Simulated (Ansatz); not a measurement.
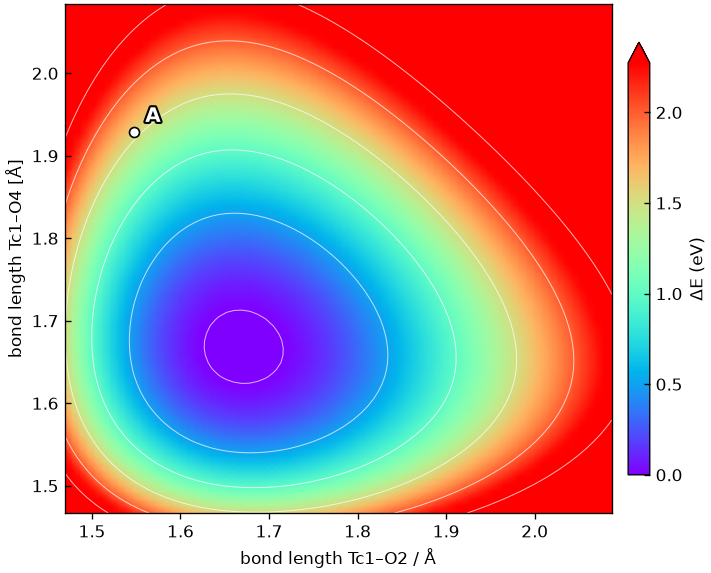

TcO3(NH2). Coordinates scanned: (1) bond length Tc1–O2; (2) bond length Tc1–O4. Nothing is relaxed (all other coordinates rigid). Grid: 9 × 9 points. Energies: eV, counted from the lowest grid point. Theory: Ansatz, RKS PBE0-D4/def2-TZVP.

In the figure: a smooth colour map with a few white contour lines, one colour for all values above the top of the scale, the point A. Between grid points the surface is interpolated.

Q: Is A at rest? If not, where is it pushed?

A: A, at bond length Tc1–O2 = 1.547 Å, bond length Tc1–O4 = 1.929 Å, is not a stationary point. The computed force is 8.3 eV for each Å towards larger values of bond length Tc1–O2 and 7 eV for each Å towards smaller values of bond length Tc1–O4.
